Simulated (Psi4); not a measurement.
# NSF3 (thiazyl trifluoride) at PBE0/def2-SVPD

Aim: the energy change on altering one bond length of NSF3 (thiazyl trifluoride) at PBE0/def2-SVPD, from 2 runs. Input form: a QCSchema input.

The results are computed with Psi4 1.11.

3 further runs of the same task are left out: 3 that didn't finish.

### 1 The molecule

NSF3 has 5 atoms, charge 0, and is taken as a singlet. SMILES: `N#S(F)(F)F`. The coordinates come from a PBE0-D4/def2-TZVP relaxation.

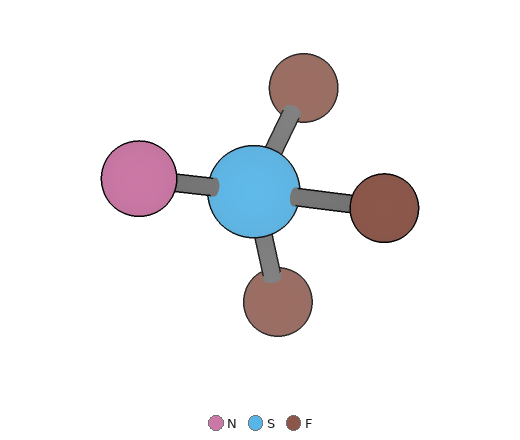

The structure, seen from a chosen angle (nitrogen pink, sulfur blue, fluorine brown).

### 2 The energy at PBE0/def2-SVPD

input.json

```json
{
 "schema_name": "qcschema_input",
 "schema_version": 1,
 "molecule": {
  "schema_name": "qcschema_molecule",
  "schema_version": 2,
  "symbols": ["N", "S", "F", "F", "F"],
  "geometry": [-0.66070494, -0.00784236, 3.00727236, -0.08945963, -0.00105825, 0.40721708, 1.93388902, -1.77501975, -0.77286019, -2.09498818, -0.60019591, -1.65490876, 0.91124483, 2.38409738, -0.9867205],
  "molecular_charge": 0,
  "molecular_multiplicity": 1,
  "fix_symmetry": "c1"
 },
 "driver": "energy",
 "model": {
  "method": "pbe0",
  "basis": "def2-SVPD"
 },
 "keywords": {
  "puream": true,
  "e_convergence": 1e-09,
  "d_convergence": 1e-08,
  "scf_type": "pk",
  "dft_radial_points": 99,
  "dft_spherical_points": 590
 }
}
```

Launch:

```bash
psi4 --qcschema input.json -n 1 --memory 2200MB
```

stdout:

```text
[...]
  Running in c1 symmetry.
[...]
  Nuclear repulsion =  284.226728961951039
[...]
  Multiplicity = 1
[...]
  Nalpha       = 25
  Nbeta        = 25
[...]
    Number of basis functions: 116
[...]
   @RKS iter   1:  -751.14034129816218    7.33459e-01   7.59492e-03 DIIS/ADIIS
[...]
   @RKS iter  12:  -751.46491845949924    0.00000e+00   9.75965e-10 DIIS
[...]
    Orbital Energies [Eh]
    ---------------------
    Doubly Occupied:
       1A    -89.341630     2A    -24.882482     3A    -24.882402
       4A    -24.882401     5A    -14.432778     6A     -8.303014
       7A     -6.244406     8A     -6.244406     9A     -6.243066
      10A     -1.404770    11A     -1.310924    12A     -1.310924
      13A     -1.010414    14A     -0.776344    15A     -0.676709
      16A     -0.676708    17A     -0.590885    18A     -0.570515
      19A     -0.570513    20A     -0.522176    21A     -0.522176
      22A     -0.506975    23A     -0.424435    24A     -0.362724
      25A     -0.362723
[...]
  @RKS Final Energy:  -751.46491845949924
   => Energetics <=
    Nuclear Repulsion Energy =            284.2267289619510393
    One-Electron Energy =               -1603.1305825982196893
    Two-Electron Energy =                 615.5073192944468019
    DFT Exchange-Correlation Energy =     -48.0683841176773470
    Empirical Dispersion Energy =           0.0000000000000000
    VV10 Nonlocal Energy =                  0.0000000000000000
    Total Energy =                       -751.4649184594992448
[...]
 Multipole Moments:
 ------------------------------------------------------------------------------------
     Multipole            Electronic (a.u.)      Nuclear  (a.u.)        Total (a.u.)
 ------------------------------------------------------------------------------------
 L = 1.  Multiply by 2.5417464519 to convert [e a0] to [Debye]
 Dipole X            :          0.5061993           -0.3438495            0.1623499
 Dipole Y            :          0.0060050           -0.0040747            0.0019304
 Dipole Z            :         -2.3040339            1.5651108           -0.7389231
 Magnitude           :                                                    0.7565504
[...]
```

The result, in JSON:

```text
{
 "driver": "energy",
 "model": {
  "method": "pbe0",
  "basis": "def2-SVPD"
 },
 "success": true,
 "return_result": -751.4649184594992,
 "properties": {
  "calcinfo_nbasis": 116,
  "calcinfo_nmo": 116,
  "calcinfo_nalpha": 25,
  "calcinfo_nbeta": 25,
  "calcinfo_natom": 5,
  "nuclear_repulsion_energy": 284.22672896195104,
  "return_energy": -751.4649184594992,
  "scf_one_electron_energy": -1603.1305825982197,
  "scf_two_electron_energy": 615.5073192944468,
  "scf_xc_energy": -48.06838411767735,
  "scf_dipole_moment": [0.16234987216950358, 0.001930379606370991, -0.7389231109453718],
  "scf_total_energy": -751.4649184594992,
  "scf_iterations": 12
 }
}
```

Wall time 37 s (1 thread of Intel Xeon Platinum 8259CL at 2.50GHz (Skylake/Cascade Lake), shared host); peak memory 0.73 GiB.

### 3 The distorted shape: energy and forces at PBE0/def2-SVPD

job.json

```json
{
 "schema_name": "qcschema_input",
 "schema_version": 1,
 "molecule": {
  "schema_name": "qcschema_molecule",
  "schema_version": 2,
  "symbols": ["N", "S", "F", "F", "F"],
  "geometry": [-1.86154653, -2.87001966, 4.67999179, -1.29030122, -2.86323555, 2.07993651, 0.73304744, -4.63719705, 0.89985923, -3.29582976, -3.46237321, 0.01781067, 0.91124483, 2.38409738, -0.9867205],
  "molecular_charge": 0,
  "molecular_multiplicity": 1,
  "fix_symmetry": "c1"
 },
 "driver": "gradient",
 "model": {
  "method": "pbe0",
  "basis": "def2-SVPD"
 },
 "keywords": {
  "puream": true,
  "e_convergence": 1e-09,
  "d_convergence": 1e-08,
  "scf_type": "pk",
  "dft_radial_points": 99,
  "dft_spherical_points": 590,
  "scf_properties": ["MULLIKEN_CHARGES", "QUADRUPOLE", "MAYER_INDICES"]
 }
}
```

Launch:

```bash
psi4 --qcschema job.json -n 1 --memory 2200MB
```

stdout, cut to the lines that bear on the results:

```text
[...]
  Running in c1 symmetry.
[...]
  Nuclear repulsion =  236.845827002925745
[...]
  Multiplicity = 1
[...]
  Nalpha       = 25
  Nbeta        = 25
[...]
    Number of basis functions: 116
[...]
   @RKS iter   1:  -750.78714649926917    5.03419e-01   8.45736e-03 ADIIS/DIIS
[...]
   @RKS iter  20:  -751.29314792251876   -5.13865e-11   2.18833e-09 DIIS
[...]
  @RKS Final Energy:  -751.29314792251876
   => Energetics <=
    Nuclear Repulsion Energy =            236.8458270029257449
    One-Electron Energy =               -1508.5069070980880497
    Two-Electron Energy =                 568.2689944192372877
    DFT Exchange-Correlation Energy =     -47.9010622465936535
    Empirical Dispersion Energy =           0.0000000000000000
    VV10 Nonlocal Energy =                  0.0000000000000000
    Total Energy =                       -751.2931479225187559
[...]
 Multipole Moments:
 ------------------------------------------------------------------------------------
     Multipole            Electronic (a.u.)      Nuclear  (a.u.)        Total (a.u.)
 ------------------------------------------------------------------------------------
 L = 1.  Multiply by 2.5417464519 to convert [e a0] to [Debye]
 Dipole X            :         -0.1174687           -0.6142562           -0.7317249
 Dipole Y            :         -1.3537954           -0.6485826           -2.0023780
 Dipole Z            :         -1.2665483            1.9417754            0.6752271
 Magnitude           :                                                    2.2362627
 L = 2.  Multiply by 1.3450342976 to convert [e a0^2] to [Debye ang]
 Quadrupole XX       :       -139.1206193          113.8534184          -25.2672009
 Quadrupole XY       :        -77.2181884           74.2655217           -2.9526668
[...]
  Mulliken Charges: (a.u.)
   Center  Symbol    Alpha    Beta     Spin     Total
[...]
  -Total Gradient:
     Atom            X                  Y                   Z
    ------   -----------------  -----------------  -----------------
       1        0.016433248679     0.000520207469    -0.074369021521
       2       -0.023060981660    -0.041840457894     0.049610367778
       3       -0.021884494196     0.017909282335     0.012551828682
       4        0.021114740160     0.005370093048     0.021966416531
       5        0.007410357739     0.018069943305    -0.009779517837
[...]
```

The result, in JSON:

```text
{
 "driver": "gradient",
 "model": {
  "method": "pbe0",
  "basis": "def2-SVPD"
 },
 "success": true,
 "return_result": [0.01643324867866143, 0.0005202074689045879, -0.07436902152108188, -0.023060981660262478, -0.04184045789383545, 0.04961036777833788, -0.021884494196099308, 0.0179092823345222, 0.012551828681834284, 0.021114740159947187, 0.005370093047544225, 0.021966416530868976, 0.007410357738722239, 0.018069943305310483, -0.00977951783671462],
 "properties": {
  "calcinfo_nbasis": 116,
  "calcinfo_nmo": 116,
  "calcinfo_nalpha": 25,
  "calcinfo_nbeta": 25,
  "calcinfo_natom": 5,
  "nuclear_repulsion_energy": 236.84582700292574,
  "return_energy": -751.2931479225188,
  "return_gradient": [0.01643324867866143, 0.0005202074689045879, -0.07436902152108188, -0.023060981660262478, -0.04184045789383545, 0.04961036777833788, -0.021884494196099308, 0.0179092823345222, 0.012551828681834284, 0.021114740159947187, 0.005370093047544225, 0.021966416530868976, 0.007410357738722239, 0.018069943305310483, -0.00977951783671462],
  "scf_one_electron_energy": -1508.506907098088,
  "scf_two_electron_energy": 568.2689944192373,
  "scf_xc_energy": -47.90106224659365,
  "scf_dipole_moment": [-0.7317248926319362, -2.0023780060534095, 0.6752271096360793],
  "scf_total_energy": -751.2931479225188,
  "scf_total_gradient": [0.01643324867866143, 0.0005202074689045879, -0.07436902152108188, -0.023060981660262478, -0.04184045789383545, 0.04961036777833788, -0.021884494196099308, 0.0179092823345222, 0.012551828681834284, 0.021114740159947187, 0.005370093047544225, 0.021966416530868976, 0.007410357738722239, 0.018069943305310483, -0.00977951783671462],
  "scf_iterations": 20
 }
}
```

Wall time 69 s (1 thread of Intel Xeon Platinum 8259CL at 2.50GHz (Skylake/Cascade Lake), shared host); peak memory 0.72 GiB.

### 4 What came out

At PBE0/def2-SVPD:

| quantity | value |
| --- | --- |
| first shape: total energy | -751.46492 Eh |
| first shape: dipole moment | 1.92 D |
| first shape: HOMO energy | -9.87 eV |
| first shape: LUMO energy | -1.49 eV |
| first shape: HOMO–LUMO gap | 8.38 eV |
| distorted shape: total energy | -751.29315 Eh |
| distorted shape: dipole moment | 5.68 D |
| distorted shape: HOMO energy | -9.18 eV |
| distorted shape: LUMO energy | -7.58 eV |
| distorted shape: HOMO–LUMO gap | 1.60 eV |
| distorted shape: largest force on an atom | 3.917 eV/Å |
| energy change with the S2–F5 bond stretched from 1.555 to 3.421 Å | 4.674 eV |

One bond (distorted shape) is far stretched, which a spin-restricted single reference describes badly; a broken-symmetry solution may lie lower. With the S2–F5 bond stretched from 1.555 to 3.421 Å the energy rises by 4.67 eV (108 kcal/mol). The first shape isn't relaxed at this level, so the change isn't measured from a minimum. A restricted reference can't describe the breaking bond well at this length. Mulliken charges (distorted shape) run from -0.40 on F5 to +1.33 on S2; in a basis this large or diffuse they mean little.
